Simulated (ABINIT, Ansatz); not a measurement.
# A GW chain in ABINIT: Ba2MgH6 (P-3m1), part 3 of 3

How does a plane-wave GW calculation on Ba2MgH6 (P-3m1) run from the first input to the gap?

ABINIT 10.8.3; LDA and many-body steps on it, plane waves. Known limits of the many-body steps: not at the basis limit; no spin-orbit coupling; coarse k mesh.

So far. Step 4 (Empty states on the mesh, 3×3×2 mesh, 248 bands): On this mesh the gap is 2.607 eV. Step 5 (Screening, 3×3×2 mesh, 226 bands, screening to 176.9 eV): Local fields lower ε∞ by 10 %. On a Γ-centred mesh this coarse the value itself is usually too large, while a short band sum pulls it down.

**6. Self-energy, 3×3×2 mesh, 226 bands, screening to 176.9 eV**

The self-energy is evaluated for the states that the input lists, and the levels follow from it, in one-shot runs by the linearised quasiparticle equation.

This step: G0W0 on LDA, plane waves, norm-conserving pseudopotentials.

Input file run.abi:

```
acell 3*1.0 Angstrom
rprim 
  5.717818886904 0.000000000024 0.000000000000
  -2.858909443473 4.951776410285 0.000000000000
  0.000000000000 0.000000000000 4.538310090000
ntypat 3
znucl 56 12 1
natom 9
typat 1 1 2 3 3 3 3 3 3
xred 
  0.666666666667 0.333333333333 0.267038260000
  0.333333333333 0.666666666667 0.732961740000
  0.000000000000 0.000000000000 0.000000000000
  0.829634400000 0.659268800000 0.775326710000
  0.829634400000 0.170365600000 0.775326710000
  0.340731200000 0.170365600000 0.775326710000
  0.170365600000 0.340731200000 0.224673290000
  0.170365600000 0.829634400000 0.224673290000
  0.659268800000 0.829634400000 0.224673290000
pp_dirpath "pseudos"
pseudos "Ba.upf, Mg.upf, H.upf"
ecut 38
ngkpt 3 3 2
nshiftk 1
shiftk 0 0 0
kptopt 1
chksymbreak 0
istwfk *1
occopt 1
irdwfk 1
optdriver 4
nband 226
gwcalctyp 0
ecutsigx 38
symsigma 1
nkptgw 2
kptgw 
  0.3333333333 0.0000000000 0.0000000000
  0.0000000000 0.0000000000 0.0000000000
bdgw 
  17 20
  17 21
ecuteps 6.5
irdscr 1
ppmodel 1
indata_prefix "in"
outdata_prefix "out"
tmpdata_prefix "tmp"
```

Launch:

```
OMP_NUM_THREADS=1 mpirun -n 4 abinit run.abi > log
```

Numbers of over 12 decimals in the logs are rounded to 6 here.

The log of the run:

```text
.Version 10.8.3 of ABINIT. v10.8.2 released Aug 2026.

 Symmetries : space group P-3 m 1 (#164); Bravais hP (primitive hexag.)
[... echo of the input left out ...]
== DATASET  1 ==================================================================
-   mpi_nproc: 4, omp_nthreads: 1 (-1 if OMP is not activated)

--- !DatasetInfo
iteration_state: {dtset: 1, }
dimensions: {natom: 9, nkpt: 6, mband: 226, nsppol: 1, nspinor: 1, nspden: 1, mpw: 9726, }
cutoff_energies: {ecut:  38.0, pawecutdg:  -1.0, }
electrons: {nelect:   3.60000000E+01, charge:   0.00000000E+00, occopt:   1.00000000E+00, tsmear:   1.00000000E-02, }

 SIGMA: Calculation of the GW corrections

 Based on a program developped by R.W. Godby, V. Olevano, G. Onida, and L. Reining.
 Incorporated in ABINIT by V. Olevano, G.-M. Rignanese, and M. Torrent.
.Using double precision arithmetic ; gwpc =  8

[... cell and pseudopotentials left out ...]
--------------------------------------------------------------------------------

 ==== K-mesh for the wavefunctions ====
 Number of points in the irreducible wedge :     6
[... list of points left out ...]
 Together with 12 symmetry operations and time-reversal symmetry
 yields    18 points in the full Brillouin Zone.

 ==== Q-mesh for screening function ====
 Number of points in the irreducible wedge :     6
[... list of points left out ...]
 Together with 12 symmetry operations and time-reversal symmetry
 yields    18 points in the full Brillouin Zone.

 vcoul_init : cutoff-mode = AUXILIARY_FUNCTION
 q-points for optical limit:   1
     1)      0.000010    0.000020    0.000030
 setmesh: FFT mesh size selected  =    54x   54x   48
          total number of points  =       139968

 Number of electrons calculated from density =   36.0000; Expected =   36.0000
 average of density, n =  0.041516
 r_s =    1.7916
 omega_plasma =   19.6547 [eV]

 === KS Band Gaps ===
  >>>> For spin  1
   Minimum direct gap =   2.7286 [eV], located at k-point      :   0.0000  0.0000  0.0000
   Fundamental gap    =   2.6073 [eV], Top of valence bands at :   0.3333  0.0000  0.0000
                                       Bottom of conduction at :   0.0000  0.0000  0.0000
 SIGMA fundamental parameters:
 PLASMON POLE MODEL  1
 number of plane-waves for SigmaX                 9653
 number of plane-waves for SigmaC and W            669
 number of plane-waves for wavefunctions          9653
 number of bands                                   226
 number of independent spin polarizations            1
 number of spinorial components                      1
 number of k-points in IBZ                           6
 number of q-points in IBZ                           6
 number of symmetry operations                      12
 number of k-points in BZ                           18
 number of q-points in BZ                           18
 number of frequencies for dSigma/dE                 9
 frequency step for dSigma/dE [eV]                0.25
 number of omega for Sigma on real axis              0
 max omega for Sigma on real axis  [eV]           0.00
 zcut for avoiding poles [eV]                     0.10

 EPSILON^-1 parameters (SCR file):
 dimension of the eps^-1 matrix on file            669
 dimension of the eps^-1 matrix used               669
 number of plane-waves for wavefunctions          9653
 number of bands                                   226
 number of q-points in IBZ                           6
 number of frequencies                               2
 number of real frequencies                          1
 number of imag frequencies                          1

 matrix elements of self-energy operator (all in [eV])

 Perturbative Calculation

--- !SelfEnergy_ee
iteration_state: {dtset: 1, }
kpoint     : [   0.333,    0.000,    0.000, ]
spin       : 1
KS_gap     :    3.236
QP_gap     :    4.970
Delta_QP_KS:    1.734
data: !SigmaeeData |
     Band     E0 <VxcDFT>   SigX SigC(E0)      Z dSigC/dE  Sig(E)    E-E0       E
       17   2.791 -10.749 -13.691   1.759   0.778  -0.286 -11.669  -0.920   1.871
       18   3.309 -10.983 -13.836   1.639   0.780  -0.282 -11.930  -0.947   2.362
       19   6.545  -9.314  -4.491  -3.855   0.814  -0.228  -8.526   0.788   7.332
       20   6.673  -9.659  -4.626  -4.001   0.812  -0.232  -8.821   0.838   7.511

--- !SelfEnergy_ee
iteration_state: {dtset: 1, }
kpoint     : [   0.000,    0.000,    0.000, ]
spin       : 1
KS_gap     :    2.729
QP_gap     :    4.376
Delta_QP_KS:    1.648
data: !SigmaeeData |
     Band     E0 <VxcDFT>   SigX SigC(E0)      Z dSigC/dE  Sig(E)    E-E0       E
       17   3.188 -10.948 -13.800   1.666   0.780  -0.282 -11.873  -0.926   2.262
       18   3.188 -10.948 -13.800   1.666   0.780  -0.282 -11.873  -0.926   2.262
       19   5.916  -9.024  -4.632  -3.510   0.819  -0.221  -8.302   0.722   6.638
       20   7.049  -9.780  -4.575  -4.125   0.810  -0.235  -8.906   0.874   7.923
       21   7.049  -9.780  -4.575  -4.125   0.810  -0.235  -8.906   0.874   7.923

== END DATASET(S) ==============================================================
================================================================================

 -outvars: echo values of variables after computation  --------
           etotal      0.0000000000E+00
            nband         226
             nkpt           6
          spgroup         164
 [... the other variables as echoed above ...]

 Calculation completed.
```

The job ended after 78 s (4 MPI ranks of Arm Neoverse V2, shared host; peak memory 2.5 GiB; 5.2 min of CPU time).

This step gave:

- G0W0 gap on the points computed: 4.276 eV
- starting gap on the mesh: 2.607 eV
- k of the valence top: 0.3333, 0, 0
- k of the conduction bottom: 0, 0, 0
- Z at the valence top: 0.78
- Z at the conduction bottom: 0.819
- least direct G0W0 gap on the computed points: 4.376 eV

The gap on the mesh goes from 2.61 eV to 4.28 eV, a correction of +1.67 eV.

Limits: finite bands, cutoff and mesh; no spin-orbit coupling; coarse k mesh. v1 is the top filled band, c1 the lowest empty one. Levels before and after the correction, in eV, zero at the valence-band top of each column:

```csv
,conduction bottom,valence top
Kohn-Sham,2.61,0.00
G0W0,4.28,0.00
```

```csv
,level,energy (eV)
Kohn-Sham,(0.333 0 0) v2,-0.518
Kohn-Sham,(0.333 0 0) v1,0.000
Kohn-Sham,(0.333 0 0) c1,3.235
Kohn-Sham,(0.333 0 0) c2,3.364
Kohn-Sham,Γ v2-v1,-0.122
Kohn-Sham,Γ c1,2.607
Kohn-Sham,Γ c2-c3,3.740
G0W0,(0.333 0 0) v2,-0.491
G0W0,(0.333 0 0) v1,0.000
G0W0,(0.333 0 0) c1,4.970
G0W0,(0.333 0 0) c2,5.149
G0W0,Γ v2-v1,-0.100
G0W0,Γ c1,4.276
G0W0,Γ c2-c3,5.561
```

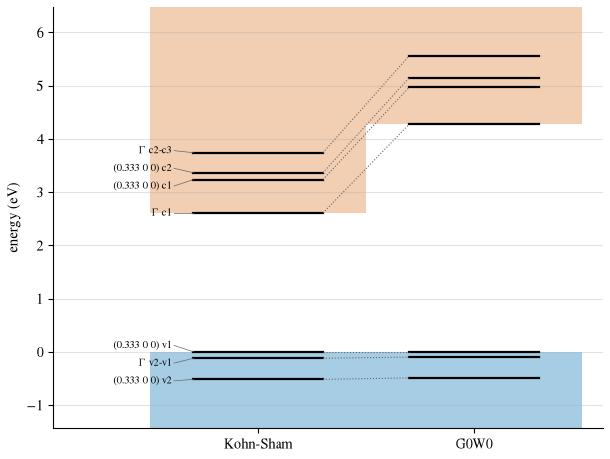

Levels before and after the correction. Shaded: valence and conduction bands.

**7. Where the time went**

Times are wall times on 4 MPI ranks of Arm Neoverse V2, shared host, good to a factor of about two.

```csv
step,time,share,memory (GiB)
ground state,24 s,6 %,0.43
bands along the symmetry lines,36 s,9 %,0.46
empty states on the mesh,2.7 min,40 %,0.55
screening,1.8 min,26 %,2.4
self-energy,78 s,19 %,2.5
```

**8. What came out**

```json
{
  "LDA gap": "2.60 eV, indirect",
  "G0W0 gap on the mesh": "4.28 eV",
  "GW settings": "3×3×2 mesh, 226 bands, screening to 176.9 eV, Godby-Needs plasmon pole",
  "known limits": "not at the basis limit; no spin-orbit coupling; coarse k mesh"
}
```

G0W0 moves the gap on the mesh from 2.61 eV to 4.28 eV (+1.67 eV), with Z of 0.78 and 0.82 at the edges. Local fields lower the RPA ε∞ on this mesh from 6.84 to 6.13; a Γ-centred mesh this coarse tends to raise both, most where the direct gap is narrow, while a short band sum lowers them. Only 2 of the mesh's irreducible points were corrected, so a valley elsewhere could overtake. The dearest step here is «empty states on the mesh». Bands and cutoff are finite, so the gap is not at the basis limit. The miss can reach some tenths of an eV and take either sign; the mesh is an error of its own. In the G0W0 run levels were corrected at 2 k points alone, so a gap called «on the mesh» is the least over those, and an edge elsewhere would be missed. The 3×3×2 mesh is coarse for this cell, which bears on the long-range parts of exchange and screening. The many-body steps are scalar-relativistic: spin-orbit coupling is not in them.

[Paths, hosts, dates, memory and timing lines, banners, echoed tables and standing remarks are left out of the program output.]

[Logs are printed without paths, hosts, clocks, repeated set-up lines and the standing remarks that a program may print on its own settings, such as how far it seeks lower states.]

[Runs of the session that timed out or met a known fault of the program may be left out.]

[Hosts, paths, dates, database ids (printed as entryN), source tags and the programs' standing remarks are cut or masked in the printed files.]

[G0W0 gaps are taken among the corrected bands and points alone; a level outside them can change the order at an edge.]

[Where Ansatz stands beside ABINIT at settings called matched, ABINIT's density can come from a denser mesh and the files from another edition; pairs whose starting gaps differed by over 0.03 eV were left out, so agreement reads better than it is.]
